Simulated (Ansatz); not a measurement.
**H₇NOSi (built from SMILES N[SiH3].O): a short trajectory**

Aim: follow the atoms for 60 steps of 0.75 fs at constant energy, with velocities drawn for 1500 K, and see to which side of the barrier the system falls.

Computed with Ansatz 0.2.0, Gaussian basis. Level: Hartree-Fock/def2-SVP.

### Step 1. The system as given

The start, a first-order saddle point found at PBE0-D4 in triple zeta: 10 atoms, charge 0, spin multiplicity 1.

Atoms are counted from 1 here; the program's logs count them from 0.

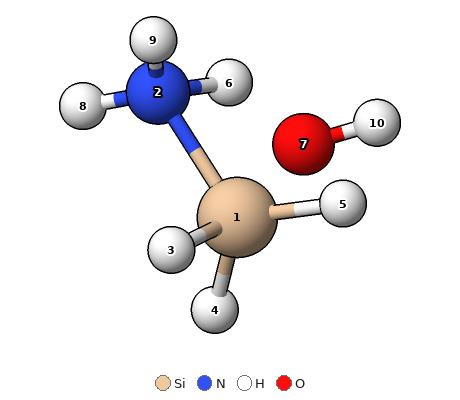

The starting geometry (silicon light orange, nitrogen blue, hydrogen white, oxygen red); atoms are numbered from 1 in the order of the file.

Geometry (Å):

```
Si   -0.7710    0.0520   -0.3819
N     0.4611   -0.7139    0.8144
H    -1.7738   -1.0878   -0.2954
H    -1.5922    1.1536    0.1742
H    -0.4591   -0.0486   -1.8360
H     1.0998    0.2545    0.4564
O     0.8184    1.2955   -0.2266
H     0.1520   -0.7309    1.7788
H     0.7732   -1.6420    0.5583
H     1.2919    1.4674   -1.0422
```

### Step 2. The run

File md/in.yaml:

```yaml
crystal:
  periodic: [false, false, false]
  atoms:
    - {symbol: Si, position_ang: [-0.771041, 0.052026, -0.381947]}
    - {symbol: N, position_ang: [0.461128, -0.713927, 0.814425]}
    - {symbol: H, position_ang: [-1.773807, -1.087760, -0.295358]}
    - {symbol: H, position_ang: [-1.592219, 1.153603, 0.174198]}
    - {symbol: H, position_ang: [-0.459126, -0.048557, -1.836021]}
    - {symbol: H, position_ang: [1.099750, 0.254510, 0.456355]}
    - {symbol: O, position_ang: [0.818424, 1.295490, -0.226551]}
    - {symbol: H, position_ang: [0.151976, -0.730948, 1.778820]}
    - {symbol: H, position_ang: [0.773231, -1.641987, 0.558259]}
    - {symbol: H, position_ang: [1.291884, 1.467449, -1.042181]}
basis:
  gaussian: {orbitals: def2-SVP}
hamiltonian: {xc: hf}
md: {n_steps: 60, timestep: 0.75, temperature: 1500, ensemble: nve, seed: 499, initial_velocities: maxwell_boltzmann}
```

The run is started by

```
> ansatz run in.yaml --threads 2 --pin off --events-out ev --progress --plain --max-ram 4352MiB
```

Standard output:

```text
Functional definition: HF
  name "HF"
  cite "Fock, Z. Phys. 61, 126 (1930) doi:10.1007/BF01340294"
  parent pbe
  exchange = exact_x
  correlation = 0
855 factors; integrals over basis functions are off by at most 6.2e-4 eV
mean field evaluation 1: about -11482.4649 eV, gradient 3.7e1 eV
mean field evaluation 2: about -11482.4967 eV, gradient 3.7e1 eV
mean field evaluation 4: about -11485.3989 eV, gradient 3.0e0 eV
mean field evaluation 8: about -11485.4309 eV, gradient 1.2e-4 eV
mean field -11485.43091567 eV, -422.0818010463 hartree, gradient 1.6e-5 eV, S^2 0.000000; 0 other end points of the search recorded, 0 dependent functions left out
the calculation of the forces begins
reference -11485.43091567 eV, -422.0818010463 hartree; 18, 18 occupied and 63, 63 virtual orbitals, 855 factors
md step     0: t =     0.00 fs  T =  1500.0 K  F+E_penalty+E_count = -11485.43091567 eV  E_kin = 1.551120 eV  conserved = -11483.87979569 eV  (32 SCF iters)
these checks for a lower state are left out or cut short: starts, cluster_reference, orbital_swaps, neighbouring_geometries, increment
855 factors; integrals over basis functions are off by at most 6.7e-4 eV
mean field evaluation 16: about -11485.3734 eV, gradient 1.3e-3 eV
mean field -11485.37336218 eV, -422.0796859946 hartree, gradient 2.5e-5 eV, S^2 0.000000; 0 other end points of the search recorded, 0 dependent functions left out
the calculation of the forces begins
reference -11485.37336218 eV, -422.0796859946 hartree; 18, 18 occupied and 63, 63 virtual orbitals, 855 factors
md step     1: t =     0.75 fs  T =  1445.1 K  F+E_penalty+E_count = -11485.37336218 eV  E_kin = 1.494329 eV  conserved = -11483.87903270 eV  (31 SCF iters)
these checks for a lower state are left out or cut short: starts, cluster_reference, orbital_swaps, neighbouring_geometries, increment
855 factors; integrals over basis functions are off by at most 7.1e-4 eV
mean field -11485.23105876 eV, -422.0744564400 hartree, gradient 2.3e-5 eV, S^2 0.000000; 0 other end points of the search recorded, 0 dependent functions left out
the calculation of the forces begins
reference -11485.23105876 eV, -422.0744564400 hartree; 18, 18 occupied and 63, 63 virtual orbitals, 855 factors
md step     2: t =     1.50 fs  T =  1311.0 K  F+E_penalty+E_count = -11485.23105876 eV  E_kin = 1.355655 eV  conserved = -11483.87540358 eV  (31 SCF iters)
[... from here on, the SCF cycles and remarks between the steps are left out ...]
md step     3: t =     2.25 fs  T =  1150.5 K  F+E_penalty+E_count = -11485.06156950 eV  E_kin = 1.189729 eV  conserved = -11483.87184091 eV  (31 SCF iters)
md step     4: t =     3.00 fs  T =  1017.5 K  F+E_penalty+E_count = -11484.92242221 eV  E_kin = 1.052162 eV  conserved = -11483.87025996 eV  (31 SCF iters)
md step     5: t =     3.75 fs  T =   938.2 K  F+E_penalty+E_count = -11484.84126537 eV  E_kin = 0.970148 eV  conserved = -11483.87111727 eV  (30 SCF iters)
md step     6: t =     4.50 fs  T =   903.7 K  F+E_penalty+E_count = -11484.80841579 eV  E_kin = 0.934508 eV  conserved = -11483.87390770 eV  (30 SCF iters)
md step     7: t =     5.25 fs  T =   880.8 K  F+E_penalty+E_count = -11484.78731301 eV  E_kin = 0.910800 eV  conserved = -11483.87651297 eV  (30 SCF iters)
md step     8: t =     6.00 fs  T =   847.8 K  F+E_penalty+E_count = -11484.75091021 eV  E_kin = 0.876712 eV  conserved = -11483.87419823 eV  (31 SCF iters)
md step     9: t =     6.75 fs  T =   849.8 K  F+E_penalty+E_count = -11484.74528398 eV  E_kin = 0.878751 eV  conserved = -11483.86653256 eV  (31 SCF iters)
md step    10: t =     7.50 fs  T =   975.3 K  F+E_penalty+E_count = -11484.87561616 eV  E_kin = 1.008513 eV  conserved = -11483.86710281 eV  (30 SCF iters)
md step    11: t =     8.25 fs  T =  1203.5 K  F+E_penalty+E_count = -11485.12492826 eV  E_kin = 1.244480 eV  conserved = -11483.88044841 eV  (29 SCF iters)
md step    12: t =     9.00 fs  T =  1374.2 K  F+E_penalty+E_count = -11485.30952123 eV  E_kin = 1.421018 eV  conserved = -11483.88850305 eV  (29 SCF iters)
md step    13: t =     9.75 fs  T =  1383.1 K  F+E_penalty+E_count = -11485.31447813 eV  E_kin = 1.430212 eV  conserved = -11483.88426567 eV  (31 SCF iters)
md step    14: t =    10.50 fs  T =  1279.3 K  F+E_penalty+E_count = -11485.19926570 eV  E_kin = 1.322931 eV  conserved = -11483.87633444 eV  (31 SCF iters)
md step    15: t =    11.25 fs  T =  1174.2 K  F+E_penalty+E_count = -11485.08554317 eV  E_kin = 1.214181 eV  conserved = -11483.87136214 eV  (31 SCF iters)
md step    16: t =    12.00 fs  T =  1144.5 K  F+E_penalty+E_count = -11485.05399729 eV  E_kin = 1.183510 eV  conserved = -11483.87048699 eV  (31 SCF iters)
md step    17: t =    12.75 fs  T =  1204.6 K  F+E_penalty+E_count = -11485.11927033 eV  E_kin = 1.245701 eV  conserved = -11483.87356910 eV  (31 SCF iters)
md step    18: t =    13.50 fs  T =  1308.6 K  F+E_penalty+E_count = -11485.23268451 eV  E_kin = 1.353148 eV  conserved = -11483.87953619 eV  (31 SCF iters)
md step    19: t =    14.25 fs  T =  1377.6 K  F+E_penalty+E_count = -11485.30723492 eV  E_kin = 1.424591 eV  conserved = -11483.88264352 eV  (30 SCF iters)
md step    20: t =    15.00 fs  T =  1384.1 K  F+E_penalty+E_count = -11485.30747847 eV  E_kin = 1.431252 eV  conserved = -11483.87622598 eV  (34 SCF iters)
md step    21: t =    15.75 fs  T =  1407.0 K  F+E_penalty+E_count = -11485.32565970 eV  E_kin = 1.454931 eV  conserved = -11483.87072883 eV  (30 SCF iters)
md step    22: t =    16.50 fs  T =  1510.4 K  F+E_penalty+E_count = -11485.43682584 eV  E_kin = 1.561835 eV  conserved = -11483.87499129 eV  (31 SCF iters)
md step    23: t =    17.25 fs  T =  1654.9 K  F+E_penalty+E_count = -11485.58887748 eV  E_kin = 1.711332 eV  conserved = -11483.87754534 eV  (31 SCF iters)
md step    24: t =    18.00 fs  T =  1792.2 K  F+E_penalty+E_count = -11485.73260157 eV  E_kin = 1.853251 eV  conserved = -11483.87935011 eV  (31 SCF iters)
md step    25: t =    18.75 fs  T =  1889.7 K  F+E_penalty+E_count = -11485.83505373 eV  E_kin = 1.954053 eV  conserved = -11483.88100089 eV  (30 SCF iters)
md step    26: t =    19.50 fs  T =  1927.5 K  F+E_penalty+E_count = -11485.87290418 eV  E_kin = 1.993150 eV  conserved = -11483.87975416 eV  (31 SCF iters)
md step    27: t =    20.25 fs  T =  1920.4 K  F+E_penalty+E_count = -11485.86351603 eV  E_kin = 1.985817 eV  conserved = -11483.87769952 eV  (31 SCF iters)
md step    28: t =    21.00 fs  T =  1893.8 K  F+E_penalty+E_count = -11485.83647716 eV  E_kin = 1.958333 eV  conserved = -11483.87814397 eV  (31 SCF iters)
md step    29: t =    21.75 fs  T =  1842.6 K  F+E_penalty+E_count = -11485.78642823 eV  E_kin = 1.905447 eV  conserved = -11483.88098137 eV  (31 SCF iters)
md step    30: t =    22.50 fs  T =  1741.9 K  F+E_penalty+E_count = -11485.68086297 eV  E_kin = 1.801261 eV  conserved = -11483.87960186 eV  (30 SCF iters)
md step    31: t =    23.25 fs  T =  1627.8 K  F+E_penalty+E_count = -11485.55421223 eV  E_kin = 1.683253 eV  conserved = -11483.87095879 eV  (31 SCF iters)
md step    32: t =    24.00 fs  T =  1596.8 K  F+E_penalty+E_count = -11485.52362326 eV  E_kin = 1.651226 eV  conserved = -11483.87239724 eV  (31 SCF iters)
md step    33: t =    24.75 fs  T =  1632.4 K  F+E_penalty+E_count = -11485.56961241 eV  E_kin = 1.688024 eV  conserved = -11483.88158836 eV  (30 SCF iters)
md step    34: t =    25.50 fs  T =  1640.0 K  F+E_penalty+E_count = -11485.57379083 eV  E_kin = 1.695876 eV  conserved = -11483.87791484 eV  (31 SCF iters)
md step    35: t =    26.25 fs  T =  1648.0 K  F+E_penalty+E_count = -11485.57493973 eV  E_kin = 1.704160 eV  conserved = -11483.87077987 eV  (31 SCF iters)
md step    36: t =    27.00 fs  T =  1741.3 K  F+E_penalty+E_count = -11485.67086969 eV  E_kin = 1.800596 eV  conserved = -11483.87027346 eV  (31 SCF iters)
md step    37: t =    27.75 fs  T =  1932.4 K  F+E_penalty+E_count = -11485.87257083 eV  E_kin = 1.998208 eV  conserved = -11483.87436321 eV  (31 SCF iters)
md step    38: t =    28.50 fs  T =  2161.9 K  F+E_penalty+E_count = -11486.11659992 eV  E_kin = 2.235588 eV  conserved = -11483.88101163 eV  (31 SCF iters)
md step    39: t =    29.25 fs  T =  2337.6 K  F+E_penalty+E_count = -11486.30354409 eV  E_kin = 2.417230 eV  conserved = -11483.88631419 eV  (30 SCF iters)
md step    40: t =    30.00 fs  T =  2387.1 K  F+E_penalty+E_count = -11486.35552382 eV  E_kin = 2.468475 eV  conserved = -11483.88704877 eV  (31 SCF iters)
md step    41: t =    30.75 fs  T =  2310.9 K  F+E_penalty+E_count = -11486.26974583 eV  E_kin = 2.389642 eV  conserved = -11483.88010337 eV  (32 SCF iters)
md step    42: t =    31.50 fs  T =  2210.4 K  F+E_penalty+E_count = -11486.15626419 eV  E_kin = 2.285765 eV  conserved = -11483.87049962 eV  (31 SCF iters)
md step    43: t =    32.25 fs  T =  2198.7 K  F+E_penalty+E_count = -11486.14726065 eV  E_kin = 2.273667 eV  conserved = -11483.87359344 eV  (34 SCF iters)
md step    44: t =    33.00 fs  T =  2244.0 K  F+E_penalty+E_count = -11486.20258920 eV  E_kin = 2.320431 eV  conserved = -11483.88215829 eV  (31 SCF iters)
md step    45: t =    33.75 fs  T =  2242.2 K  F+E_penalty+E_count = -11486.20028139 eV  E_kin = 2.318607 eV  conserved = -11483.88167418 eV  (31 SCF iters)
md step    46: t =    34.50 fs  T =  2185.5 K  F+E_penalty+E_count = -11486.13551601 eV  E_kin = 2.260033 eV  conserved = -11483.87548254 eV  (36 SCF iters)
md step    47: t =    35.25 fs  T =  2146.7 K  F+E_penalty+E_count = -11486.09118048 eV  E_kin = 2.219898 eV  conserved = -11483.87128286 eV  (32 SCF iters)
md step    48: t =    36.00 fs  T =  2185.0 K  F+E_penalty+E_count = -11486.12971442 eV  E_kin = 2.259430 eV  conserved = -11483.87028462 eV  (33 SCF iters)
md step    49: t =    36.75 fs  T =  2310.4 K  F+E_penalty+E_count = -11486.26281474 eV  E_kin = 2.389152 eV  conserved = -11483.87366242 eV  (23 SCF iters)
md step    50: t =    37.50 fs  T =  2465.6 K  F+E_penalty+E_count = -11486.43255592 eV  E_kin = 2.549678 eV  conserved = -11483.88287813 eV  (23 SCF iters)
md step    51: t =    38.25 fs  T =  2534.4 K  F+E_penalty+E_count = -11486.50897336 eV  E_kin = 2.620731 eV  conserved = -11483.88824234 eV  (23 SCF iters)
md step    52: t =    39.00 fs  T =  2462.2 K  F+E_penalty+E_count = -11486.42664127 eV  E_kin = 2.546151 eV  conserved = -11483.88049023 eV  (31 SCF iters)
md step    53: t =    39.75 fs  T =  2351.8 K  F+E_penalty+E_count = -11486.30202735 eV  E_kin = 2.431980 eV  conserved = -11483.87004714 eV  (33 SCF iters)
md step    54: t =    40.50 fs  T =  2325.9 K  F+E_penalty+E_count = -11486.27911633 eV  E_kin = 2.405207 eV  conserved = -11483.87390947 eV  (32 SCF iters)
md step    55: t =    41.25 fs  T =  2354.4 K  F+E_penalty+E_count = -11486.31495366 eV  E_kin = 2.434596 eV  conserved = -11483.88035794 eV  (32 SCF iters)
md step    56: t =    42.00 fs  T =  2355.6 K  F+E_penalty+E_count = -11486.31634237 eV  E_kin = 2.435874 eV  conserved = -11483.88046875 eV  (31 SCF iters)
md step    57: t =    42.75 fs  T =  2314.8 K  F+E_penalty+E_count = -11486.27258980 eV  E_kin = 2.393653 eV  conserved = -11483.87893723 eV  (31 SCF iters)
md step    58: t =    43.50 fs  T =  2254.3 K  F+E_penalty+E_count = -11486.20795032 eV  E_kin = 2.331128 eV  conserved = -11483.87682244 eV  (23 SCF iters)
md step    59: t =    44.25 fs  T =  2205.5 K  F+E_penalty+E_count = -11486.15547188 eV  E_kin = 2.280690 eV  conserved = -11483.87478204 eV  (23 SCF iters)
these checks for a lower state are left out or cut short: starts, cluster_reference, orbital_swaps, neighbouring_geometries, increment
850 factors; integrals over basis functions are off by at most 1.1e-3 eV
mean field evaluation 448: about -11486.1479 eV, gradient 4.3e-4 eV
mean field -11486.14793394 eV, -422.1081509815 hartree, gradient 8.0e-6 eV, S^2 0.000000; 0 other end points of the search recorded, 0 dependent functions left out
the calculation of the forces begins
reference -11486.14793394 eV, -422.1081509815 hartree; 18, 18 occupied and 63, 63 virtual orbitals, 850 factors
850 factors; integrals over basis functions are off by at most 1.1e-3 eV
mean field -11486.14793394 eV, -422.1081509815 hartree, gradient 8.0e-6 eV, S^2 0.000000; 1 other end points of the search recorded, 0 dependent functions left out
the calculation of the forces begins
reference -11486.14793394 eV, -422.1081509815 hartree; 18, 18 occupied and 63, 63 virtual orbitals, 850 factors
md step    60: t =    45.00 fs  T =  2200.3 K  F+E_penalty+E_count = -11486.14793394 eV  E_kin = 2.275329 eV  conserved = -11483.87260459 eV  (36 SCF iters)
Total energy: -11486.14793394 eV, -422.1081509815 hartree
Atom 0 at    -0.994966    -0.223952    -0.249094 Å, force    -0.078663     0.246548    -0.124885 eV/Å
Atom 1 at     0.156416    -0.969906     0.812346 Å, force    -4.529405     0.845834    -3.525212 eV/Å
Atom 2 at    -2.177705    -1.175954    -0.396210 Å, force     0.470980     0.439037     0.084583 eV/Å
Atom 3 at    -1.427484     1.040088     0.399499 Å, force    -0.156527     0.015185    -0.283739 eV/Å
Atom 4 at    -0.530111     0.008852    -1.688931 Å, force    -0.230213    -0.053098     0.790877 eV/Å
Atom 5 at     1.241191     2.626965     0.129036 Å, force     0.879091    -1.510525    -1.967321 eV/Å
Atom 6 at     1.453631     1.826551    -0.411507 Å, force     0.059787     1.129851     0.250571 eV/Å
Atom 7 at     0.235793    -1.842504     0.413762 Å, force     1.903221    -2.386746     0.700661 eV/Å
Atom 8 at     0.629758    -0.473840     1.456157 Å, force     2.606247     0.824953     2.291931 eV/Å
Atom 9 at     1.911472     2.000078    -1.256289 Å, force    -0.924517     0.448960     1.782535 eV/Å
Dipole moment:     0.373410     0.397072    -0.055962 e Å
```

Run time: 27 s. Hardware: 2 threads of Arm Neoverse V2, shared host.

### Step 3. Frames and traces

One row in 3 steps:

```csv
time (fs),T (K),potential (meV),potential + kinetic (meV),Si1–O7 (Å),N2–H6 (Å),Si1–N2 (Å),H6–O7 (Å)
0.00,1500,0.0,0.0,2.024,1.214,1.880,1.276
2.25,1151,369.3,8.0,2.012,1.298,1.870,1.165
4.50,904,622.5,5.9,2.003,1.419,1.857,1.035
6.75,850,685.6,13.3,1.998,1.571,1.842,0.921
9.00,1374,121.4,-8.7,2.004,1.685,1.822,0.964
11.25,1174,345.4,8.4,2.020,1.813,1.798,1.039
13.50,1309,198.2,0.3,2.049,1.969,1.776,0.972
15.75,1407,105.3,9.1,2.094,2.117,1.766,0.888
18.00,1792,-301.7,0.4,2.150,2.231,1.765,0.986
20.25,1920,-432.6,2.1,2.214,2.339,1.770,1.024
22.50,1742,-249.9,0.2,2.285,2.464,1.780,0.915
24.75,1632,-138.7,-1.8,2.357,2.629,1.787,0.910
27.00,1741,-240.0,9.5,2.427,2.825,1.781,1.018
29.25,2338,-872.6,-6.5,2.504,2.997,1.759,0.988
31.50,2210,-725.3,9.3,2.592,3.150,1.736,0.893
33.75,2242,-769.4,-1.9,2.684,3.336,1.723,0.966
36.00,2185,-698.8,9.5,2.782,3.462,1.718,1.026
38.25,2534,-1078.1,-8.4,2.889,3.486,1.715,0.939
40.50,2326,-848.2,5.9,2.999,3.541,1.718,0.898
42.75,2315,-841.7,0.9,3.100,3.695,1.729,0.997
45.00,2200,-717.0,7.2,3.198,3.819,1.735,0.989
```

Energies count from the start.

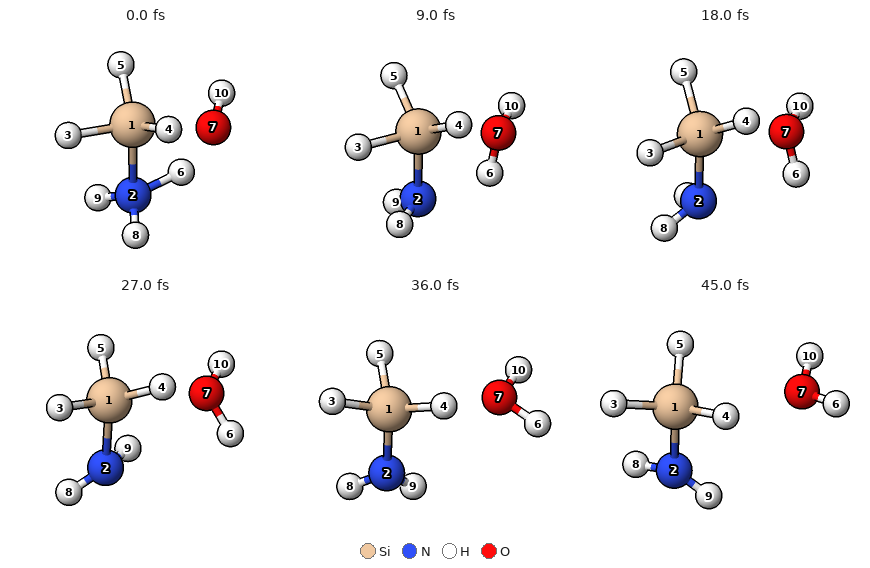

Six frames.

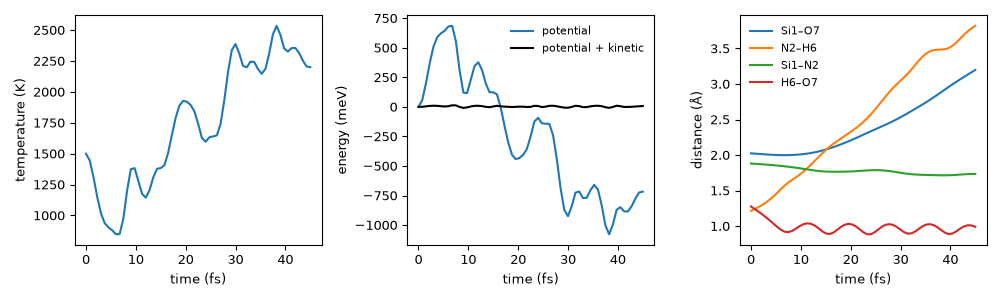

Temperature, energies and the distances followed.

Positions (Å) and forces (eV/Å) at 18.00 fs:

```xyz
10

Si   -0.775   -0.001   -0.335   -1.343   -0.495   -0.661
N     0.345   -0.757    0.801    2.007    0.008   -1.161
H    -2.031   -0.760    0.085    0.253   -0.297   -0.649
H    -1.375    1.336   -0.153   -0.017    0.015    0.139
H    -0.456   -0.201   -1.868   -0.322   -0.050    1.508
H     1.357    1.219    0.579   -1.082    0.196   -1.635
O     0.882    1.367   -0.273    2.074    0.620    1.800
H     0.043   -1.548    1.249   -2.374   -1.663    1.933
H     1.131   -1.275    0.410    0.381    1.492   -0.639
H     1.539    1.550   -0.913    0.422    0.174   -0.636
```

Positions (Å) and forces (eV/Å) at 45.00 fs:

```xyz
10

Si   -0.995   -0.224   -0.249   -0.079    0.247   -0.125
N     0.156   -0.970    0.812   -4.529    0.846   -3.525
H    -2.178   -1.176   -0.396    0.471    0.439    0.085
H    -1.427    1.040    0.399   -0.157    0.015   -0.284
H    -0.530    0.009   -1.689   -0.230   -0.053    0.791
H     1.241    2.627    0.129    0.879   -1.511   -1.967
O     1.454    1.827   -0.412    0.060    1.130    0.251
H     0.236   -1.843    0.414    1.903   -2.387    0.701
H     0.630   -0.474    1.456    2.606    0.825    2.292
H     1.911    2.000   -1.256   -0.925    0.449    1.783
```

### Step 4. Results

| quantity | value |
| --- | --- |
| length | 60 steps, 45.0 fs |
| temperature at the start | 1500 K |
| mean temperature, second half | 2139 K |
| lowest and highest potential energy, from the first frame | -1078 and 686 meV |
| largest change of potential + kinetic | 13.3 meV |
| bonds lost by distance | Si1–O7, N2–H6 |

In words: By the last frame it has moved back towards the start side of the step. The system runs downhill by 1.08 eV, and that energy turns into motion. With no thermostat the total energy should stay fixed; it holds within 13.3 meV, small beside the kinetic energy, so the time step serves. With 10 atoms the instant temperature spans 848 to 2534 K.
